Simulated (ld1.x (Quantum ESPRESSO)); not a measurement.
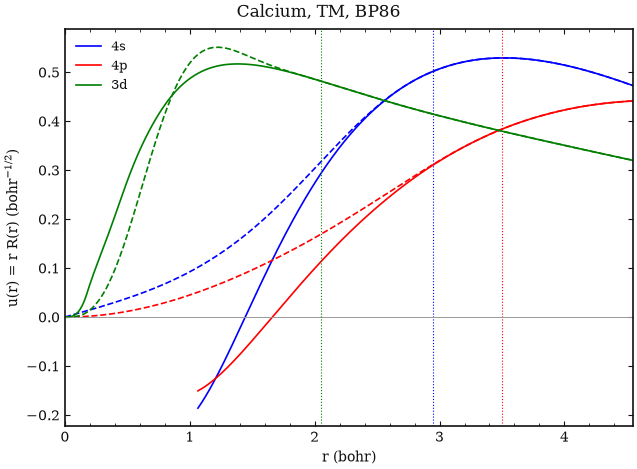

Figure 1. All-electron valence functions (solid) with their pseudo partners (dashed). Dotted lines mark the matching radii. The innermost oscillations of some all-electron curves aren't drawn. Pseudo-waves: 4s has no node; 4p has no node; 3d has no node.

# Pseudopotential generation for Ca (part 1 of 2)

System: calcium (Ca, Z = 20), core [Ar], reference valence 3d1 4s1 4p0, valence charge 2.
Method: TM potential, BP86, scalar-relativistic, made with ld1.x (Quantum ESPRESSO) 7.5.

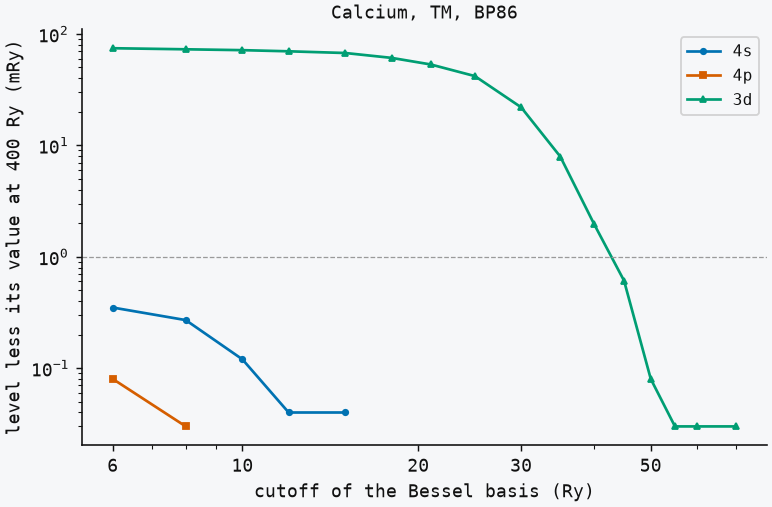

Figure 2. The pseudo-atom Hamiltonian at the reference potential is diagonalised in spherical Bessel functions (20 bohr box) up to the cutoff. Curves: distance of each valence level from its value at 400 Ry.

- Hardest occupied shell: 3d: its level needs 45 Ry to come within 1 mRy, against 6 Ry or less for 4s.
- Cutoffs from which each level stays within 1 mRy: 4s: 6 Ry or less; 4p: 6 Ry or less; 3d: 45 Ry.
- Cutoffs for 10 and 1 mRy in the occupation-weighted sum of levels: 35 Ry and 45 Ry, on the ladder of cutoffs that was run.

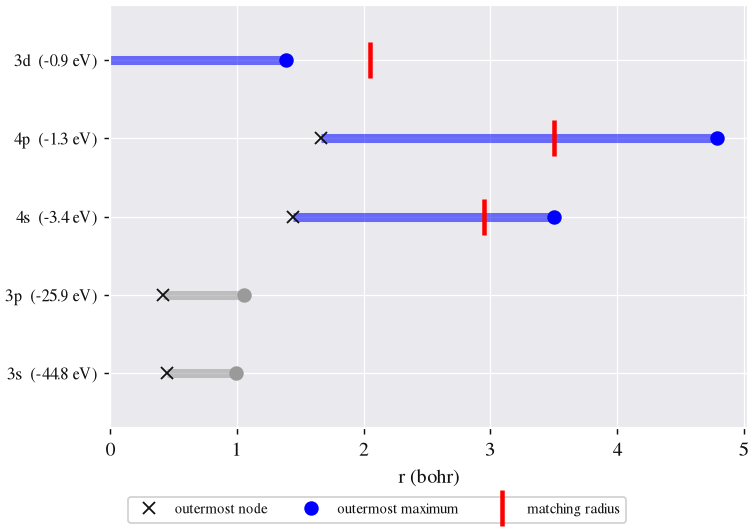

Figure 3. Outer shells of the all-electron reference atom: each bar runs from the outermost node (or the nucleus) to the outermost maximum of u(r); the tick is the radius chosen for the pseudo-wave. Shells without a tick have no pseudo-wave of their own. Levels, nodes and maxima are from ld1.x, scalar-relativistic.

- Radii against the shells: 4s: 2.95 bohr, between node and maximum; 4p: 3.50 bohr, between node and maximum; 3d: 2.05 bohr, outside the maximum.

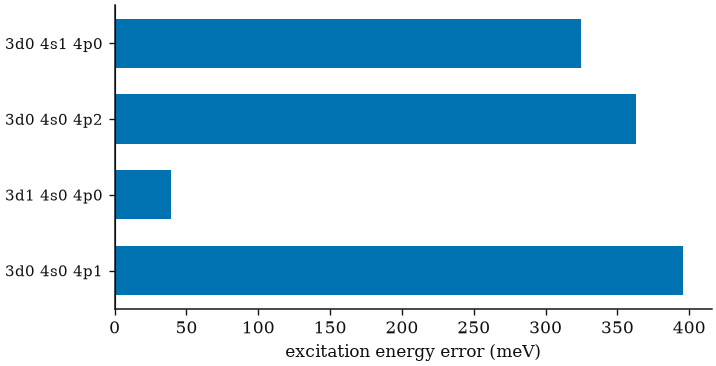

Figure 4. Errors, all-electron minus pseudo, of the energies of valence configurations relative to the unpolarised reference 3d1 4s1 4p0. Not all tests gave a result: 3 of 7 tests not solved.

- Worst configuration: 3d0 4s0 4p1 (charge +1): the error is +396 meV on an all-electron energy of +7.21 eV relative to the reference, or 5.5 %.
- Errors in meV: 3d0 4s1 4p0: +325; 3d0 4s0 4p2: +363; 3d1 4s0 4p0: +39; 3d0 4s0 4p1: +396.
- Configurations within 10 meV and within 50 meV: 0 and 1 of 4.

These pictures come from the run below.

### The input
```
 &input
   title='Ca', zed=20., rel=1, dft='BP', iswitch=3,
   config='[Ar] 3d1 4s1 4p0 4f-2',
   nld=4, rlderiv=3.80, eminld=-2.0, emaxld=5.0, deld=0.02
 /
 &inputp
   pseudotype=2, tm=.true., lloc=-1, rcloc=2.50,
   nlcc=.false.,
   file_pseudopw='Ca.UPF', file_wfcaegen='ae.wfc', file_wfcncgen='nc.wfc', file_beta='beta', file_chi='chi'
 /
4
4S  1  0   1.00   0.00  2.95  2.95  0.0
4P  2  1   0.00   0.00  3.50  3.50  0.0
3D  3  2   1.00   0.00  2.05  2.05  0.0
4F  4  3  -2.00   0.15  3.05  3.05  0.0
 &test
   configts(1)='3d1 4s1 4p0'
 /
```

### Input of the test run
```
 &input
   title='Ca', zed=20., rel=1, dft='BP', iswitch=2,
   config='[Ar] 3d1 4s1 4p0 4f-2'
 /
 &test
   file_pseudo='Ca.UPF', nconf=8,
   configts(1)='3d1 4s1 4p0',
   configts(2)='3d0 4s2 4p0',
   configts(3)='3d0 4s1 4p0',
   configts(4)='3d0 4s1.5 4p0',
   configts(5)='3d0 4s0 4p2',
   configts(6)='3d1 4s0 4p0',
   configts(7)='3d0 4s1 4p1',
   configts(8)='3d0 4s0 4p1'
 /
```

Run as:
```bash
ld1.x < Ca.in > Ca.out
```

### The program's output
```
     Program LD1 v.7.5
     --------------------------- All-electron run ----------------------------

     Ca
     scalar relativistic calculation

     atomic number is 20.00
     dft =BP   lsd =0 sic =0 latt =0  beta=0.20 tr2=1.0E-14
     Exchange-correlation= BP
                           (   1   1   1   1   0   0   0)
     mesh =1169 r(mesh) =  99.90979 a.u. xmin = -7.00 dx = 0.01250
     1 Ry =  13.60569312 eV, c = 137.03599908

     n l     nl                  e(Ry)          e(Ha)          e(eV)
     1 0     1S 1( 2.00)      -290.2560      -145.1280     -3949.1345
     2 0     2S 1( 2.00)       -30.2848       -15.1424      -412.0457
     2 1     2P 1( 6.00)       -24.4333       -12.2167      -332.4322
     3 0     3S 1( 2.00)        -3.2956        -1.6478       -44.8389
     3 1     3P 1( 6.00)        -1.9046        -0.9523       -25.9130
     3 2     3D 1( 1.00)        -0.0632        -0.0316        -0.8593
     4 0     4S 1( 1.00)        -0.2527        -0.1264        -3.4386
     4 1     4P 1( 0.00)        -0.0972        -0.0486        -1.3231

     final scf error:  7.8E-15 reached in  24 iterations

     Etot =   -1361.074858 Ry,    -680.537429 Ha,  -18518.366840 eV

     Ekin =    1370.291651 Ry,     685.145825 Ha,   18643.767687 eV
     Encl =   -3234.945732 Ry,   -1617.472866 Ha,  -44013.678898 eV
     Eh   =     576.315338 Ry,     288.157669 Ha,    7841.169625 eV
     Exc  =     -72.736115 Ry,     -36.368057 Ha,    -989.625254 eV

     normalization and overlap integrals

     s(1S/1S) =  1.000000  <r> =   0.0768  <r2> =    0.0079  r(max) =   0.0500
     s(2S/2S) =  1.000000  <r> =   0.3642  <r2> =    0.1571  r(max) =   0.2987
     s(2P/2P) =  1.000000  <r> =   0.3277  <r2> =    0.1329  r(max) =   0.2477
     s(3S/3S) =  1.000000  <r> =   1.1636  <r2> =    1.5657  r(max) =   0.9918
     s(3P/3P) =  1.000000  <r> =   1.2881  <r2> =    1.9654  r(max) =   1.0558
     s(3D/3D) =  1.000001  <r> =   3.3412  <r2> =   16.6036  r(max) =   1.3899
     s(4S/4S) =  1.000000  <r> =   4.2395  <r2> =   20.7210  r(max) =   3.5053
     s(4P/4P) =  1.000000  <r> =   5.8338  <r2> =   39.6108  r(max) =   4.7911

     ------------------------ End of All-electron run ------------------------

     --------------------- Generating NC pseudopotential ---------------------

      Generating local potential from pseudized AE potential:
      Matching radius rcloc =   2.5000

      Local pseudo, rcloc= 2.470 Estimated cut-off energy=     4.01 Ry

      Wfc   4S  rcut= 2.943  Using Troullier-Martins method

      Wfc   4P  rcut= 3.505  Using Troullier-Martins method

      Wfc   3D  rcut= 2.074  Using Troullier-Martins method

      Wfc   4F  rcut= 3.017  Using Troullier-Martins method

     ------------------- End of pseudopotential generation -------------------

     --------------------------- All-electron run ----------------------------

     Ca
     scalar relativistic calculation

     atomic number is 20.00
     dft =BP   lsd =0 sic =0 latt =0  beta=0.20 tr2=1.0E-14
     Exchange-correlation= BP
                           (   1   1   1   1   0   0   0)
     mesh =1169 r(mesh) =  99.90979 a.u. xmin = -7.00 dx = 0.01250
     1 Ry =  13.60569312 eV, c = 137.03599908

     n l     nl                  e(Ry)          e(Ha)          e(eV)
     1 0     1S 1( 2.00)      -290.2560      -145.1280     -3949.1345
     2 0     2S 1( 2.00)       -30.2848       -15.1424      -412.0457
     2 1     2P 1( 6.00)       -24.4333       -12.2167      -332.4322
     3 0     3S 1( 2.00)        -3.2956        -1.6478       -44.8389
     3 1     3P 1( 6.00)        -1.9046        -0.9523       -25.9130
     3 2     3D 1( 1.00)        -0.0632        -0.0316        -0.8593
     4 0     4S 1( 1.00)        -0.2527        -0.1264        -3.4386
     4 1     4P 1( 0.00)        -0.0972        -0.0486        -1.3231

     final scf error:  7.8E-15 reached in  24 iterations

     Etot =   -1361.074858 Ry,    -680.537429 Ha,  -18518.366840 eV

     Ekin =    1370.291651 Ry,     685.145825 Ha,   18643.767687 eV
     Encl =   -3234.945732 Ry,   -1617.472866 Ha,  -44013.678898 eV
     Eh   =     576.315338 Ry,     288.157669 Ha,    7841.169625 eV
     Exc  =     -72.736115 Ry,     -36.368057 Ha,    -989.625254 eV

     normalization and overlap integrals

     s(1S/1S) =  1.000000  <r> =   0.0768  <r2> =    0.0079  r(max) =   0.0500
     s(2S/2S) =  1.000000  <r> =   0.3642  <r2> =    0.1571  r(max) =   0.2987
     s(2P/2P) =  1.000000  <r> =   0.3277  <r2> =    0.1329  r(max) =   0.2477
     s(3S/3S) =  1.000000  <r> =   1.1636  <r2> =    1.5657  r(max) =   0.9918
     s(3P/3P) =  1.000000  <r> =   1.2881  <r2> =    1.9654  r(max) =   1.0558
     s(3D/3D) =  1.000001  <r> =   3.3412  <r2> =   16.6036  r(max) =   1.3899
     s(4S/4S) =  1.000000  <r> =   4.2395  <r2> =   20.7210  r(max) =   3.5053
     s(4P/4P) =  1.000000  <r> =   5.8338  <r2> =   39.6108  r(max) =   4.7911

     ------------------------ End of All-electron run ------------------------

     Computing logarithmic derivative in   3.80204
     Message from routine run_pseudo:
     Warning: convergence not achieved
     Computing logarithmic derivative in   3.80204
     Computing the partial wave expansion
     R is outside the sphere for l=    0 j= 0.00
     R is outside the sphere for l=    1 j= 0.00
     R is outside the sphere for l=    2 j= 0.00
     R is outside the sphere for l=    3 j= 0.00

     ---------------------- Testing the pseudopotential ----------------------

     Ca
     scalar relativistic calculation

     atomic number is 20.00   valence charge is  2.00
     dft =BP   lsd =0 sic =0 latt =0  beta=0.20 tr2=1.0E-14
     mesh =1169 r(mesh) =  99.90979 xmin = -7.00 dx = 0.01250

     n l     nl             e AE (Ry)        e PS (Ry)    De AE-PS (Ry)
     3 2     3D   1( 1.00)       -0.06316       -0.06316        0.00000
     1 0     4S   1( 1.00)       -0.25273       -0.25273        0.00000
     2 1     4P   1( 0.00)       -0.09724       -0.09724       -0.00000

     eps = 3.1E-11  iter =201

     Etot =   -1361.074858 Ry,    -680.537429 Ha,  -18518.366840 eV
     Etotps =    -1.133371 Ry,      -0.566686 Ha,     -15.420304 eV

     Ekin =       2.483082 Ry,       1.241541 Ha,      33.784052 eV
     Encl =      -3.241313 Ry,      -1.620656 Ha,     -44.100304 eV
     Ehrt =       0.970964 Ry,       0.485482 Ha,      13.210633 eV
     Ecxc =      -0.566902 Ry,      -0.283451 Ha,      -7.713092 eV
     Epseu=      -0.779203 Ry,      -0.389601 Ha,     -10.601594 eV

     ---------------------- End of pseudopotential test ----------------------
```

### Output of the test run (extracts)
```
     ---------------------- Testing the pseudopotential ----------------------

     Ca
     scalar relativistic calculation

     atomic number is 20.00   valence charge is  2.00
     dft =BP   lsd =0 sic =0 latt =0  beta=0.20 tr2=1.0E-14
     mesh =1169 r(mesh) =  99.90979 xmin = -7.00 dx = 0.01250

     n l     nl             e AE (Ry)        e PS (Ry)    De AE-PS (Ry)
     3 2     3D   1( 1.00)       -0.06316       -0.06316        0.00000
     1 0     4S   1( 1.00)       -0.25273       -0.25273        0.00000
     2 1     4P   1( 0.00)       -0.09724       -0.09724       -0.00000

     eps = 2.8E-11  iter =201

     Etot =   -1361.074858 Ry,    -680.537429 Ha,  -18518.366840 eV
     Etotps =    -1.133371 Ry,      -0.566686 Ha,     -15.420304 eV

     Ekin =       2.483082 Ry,       1.241541 Ha,      33.784052 eV
     Encl =      -3.241313 Ry,      -1.620656 Ha,     -44.100304 eV
     Ehrt =       0.970964 Ry,       0.485482 Ha,      13.210633 eV
     Ecxc =      -0.566902 Ry,      -0.283451 Ha,      -7.713092 eV
     Epseu=      -0.779203 Ry,      -0.389601 Ha,     -10.601594 eV

     ---------------------- End of pseudopotential test ----------------------

     ---------------------- Testing the pseudopotential ----------------------

     Ca
     scalar relativistic calculation

     atomic number is 20.00   valence charge is  2.00
     dft =BP   lsd =0 sic =0 latt =0  beta=0.20 tr2=1.0E-14
     mesh =1169 r(mesh) =  99.90979 xmin = -7.00 dx = 0.01250

     n l     nl             e AE (Ry)        e PS (Ry)    De AE-PS (Ry)
     3 2     3D   1( 0.00)       -0.15151       -0.15151        0.00000
     1 0     4S   1( 2.00)       -0.28541       -0.51170        0.22629  !
     2 1     4P   1( 0.00)       -0.10858       -0.14116        0.03257  !

     eps = 2.5E-15  iter = 88

     Etot =   -1361.243685 Ry,    -680.621842 Ha,  -18520.663840 eV
     Etotps =    -1.023402 Ry,      -0.511701 Ha,     -13.924089 eV
     dEtot_ae =      -0.168826 Ry
     dEtot_ps =       0.109970 Ry,   Delta E=      -0.278796 Ry

     Ekin =      -1.023402 Ry,      -0.511701 Ha,     -13.924089 eV
     Encl =       0.000000 Ry,       0.000000 Ha,       0.000000 eV
     Ehrt =       0.000000 Ry,       0.000000 Ha,       0.000000 eV
     Ecxc =       0.000000 Ry,       0.000000 Ha,       0.000000 eV

     ---------------------- End of pseudopotential test ----------------------
```

(Continued in part 2.) Outcome of the run: generated.
